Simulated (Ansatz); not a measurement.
```xyz
5

Al    0.030   -1.516    1.057
O    -0.294    0.790   -1.085
H    -0.139   -0.101   -1.387
Cl    0.063   -0.500    2.952
H     0.341    1.327   -1.537
```

Where will the first 4 clear peaks of this molecule's radial distribution curve from gas electron diffraction lie, and which pairs make them?

Peak 1, 0.95 Å: O–H 0.95 Å (×2)
Peak 2, 2.15 Å: Cl–Al 2.15 Å
Peak 3, 3.16 Å: Al···O 3.16 Å; in its flanks Al···H 2.83 Å
Peak 4, 4.26 Å: Cl···O 4.25 Å, Cl···H 4.36 Å, not resolved

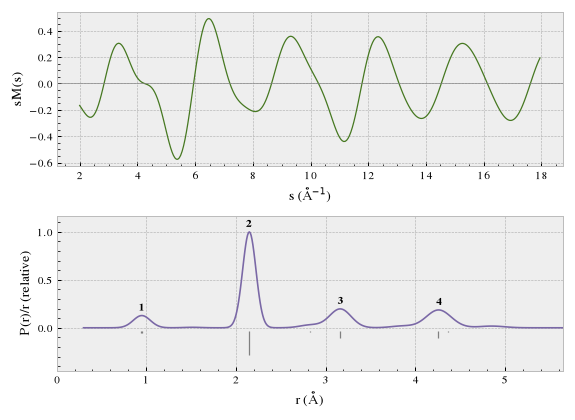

Simulated gas electron diffraction: reduced molecular intensity sM(s) from the Debye equation in the first Born approximation (top) and the radial distribution curve (bottom) of AlClH2O. Each pair of atoms contributes with weight ZᵢZⱼ/r (bars below the curve); damping constant 0.0015 Å²; vibrational amplitudes assumed, not computed: 0.05 Å for bonds, 0.078 Å for bonds to H, 0.06 + 0.015 r up to 0.15 Å for other pairs. The geometry is the end point of an optimisation (RHF/def2-SVP (Ansatz)); it may be a saddle point or a higher isomer.
